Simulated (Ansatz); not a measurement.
**F$_{2}$HOSi (doublet): density, localisation and related maps**

```xyz
5

O    -0.7157    0.2260    1.4438
Si    0.0330   -0.0002   -0.0294
F     0.8406   -1.3841   -0.0692
F    -1.0343   -0.0817   -1.2222
H     0.9263    1.1664   -0.1644
```

Level of theory: UKS PBE0-D4/def2-SVP in Ansatz 0.2.0.

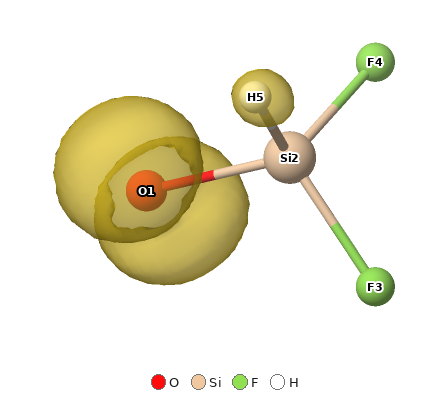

Figure 1. Isosurface of the spin density (α minus β) at +0.04 e/Å³ (yellow), seen at a tilt.

Q: Which atoms carry the spin?

A: The unpaired spin (1 electron) lies mostly on O1 (about 0.9), in electrons by Hirshfeld's partition.

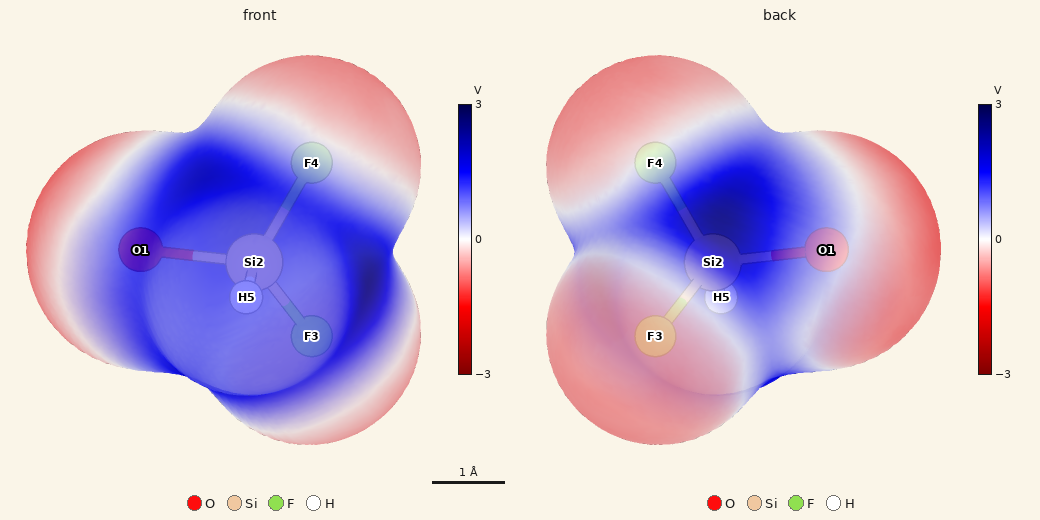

Figure 2. The electrostatic potential painted on the density surface at 0.002 e/bohr³, seen from the front and from behind; the colour scale runs from red (negative) to blue (positive).

Q: Describe the electrostatic potential map.

A: The most negative region (about −0.9 V) lies over O1, the most positive (about +2.4 V) over Si2.

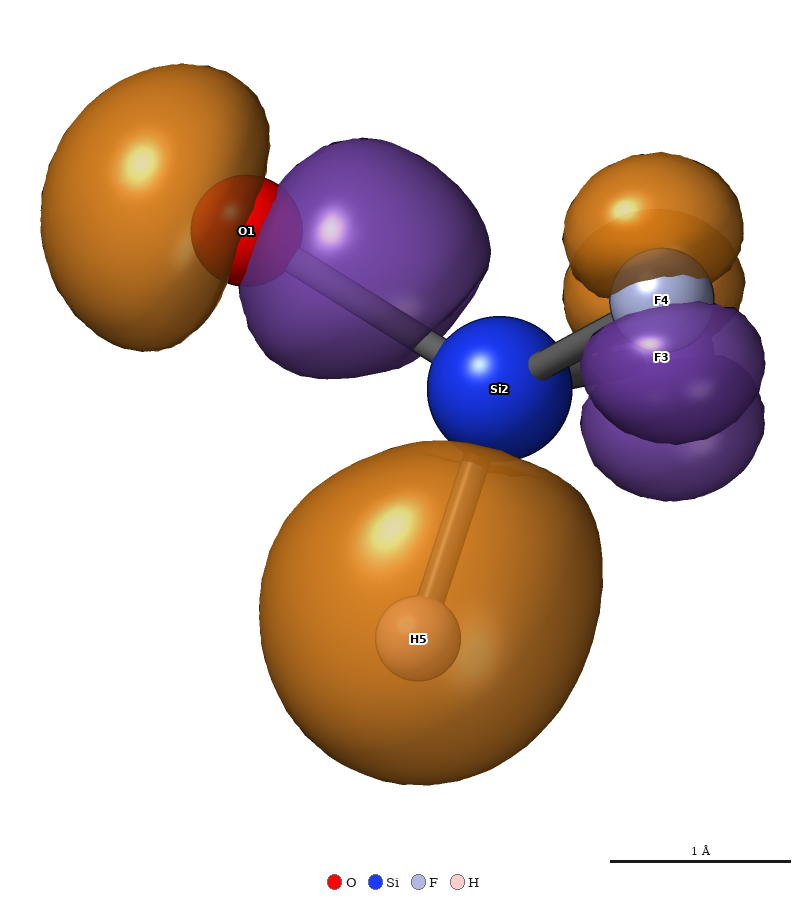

Figure 3. The HOMO−1 (β) at ±0.15 Å⁻³ᐟ² (orange and purple are the two phases), seen from one side.

Q: Describe this orbital and give its energy.

A: It lies mainly on O1 (about 40 %), H5 (about 20 %), Si2 (about 20 %), F3 (about 10 %) and F4 (about 10 %). Its energy is −10.81 eV.

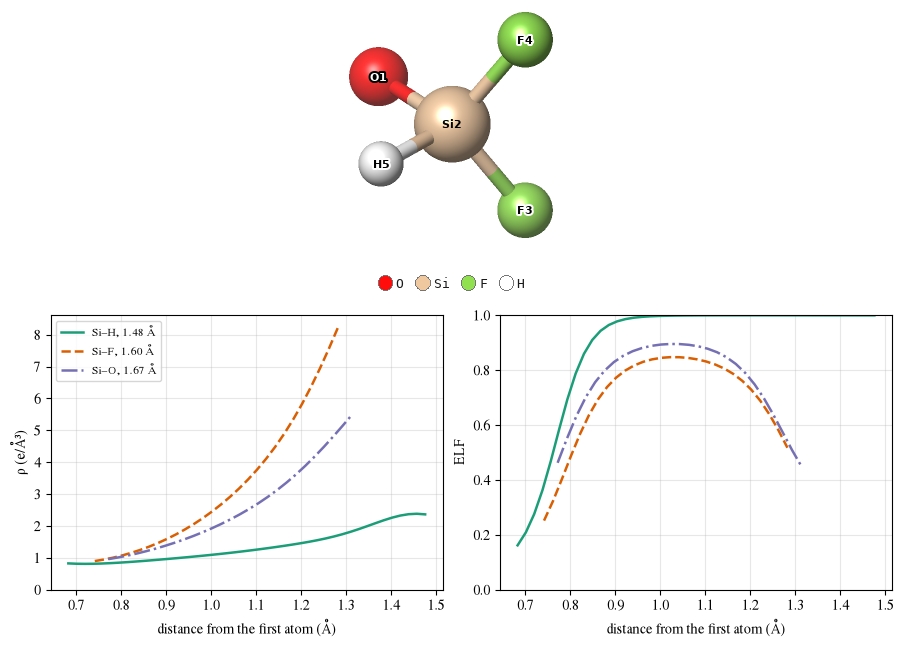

Figure 4. Total electron density and electron localisation function along straight lines between neighbouring atoms. The curves leave out the atomic cores. The structure is drawn too.

Q: Compare the contacts.

A: Si–H (1.48 Å): ρ at the midpoint is about 0.81 e/Å³; the ELF climbs to about 1 towards the hydrogen, as it does in any bond to H.
Si–F (1.60 Å): ρ at the midpoint is about 1.1 e/Å³; the ELF peaks at about 0.85 in the valence shell of F, 0.6 Å from its nucleus, and is about 0.50 at the midpoint.
Si–O (1.67 Å): ρ is about 1.1 e/Å³ halfway; the ELF peaks at about 0.90 between the atoms; a polar covalent bond.
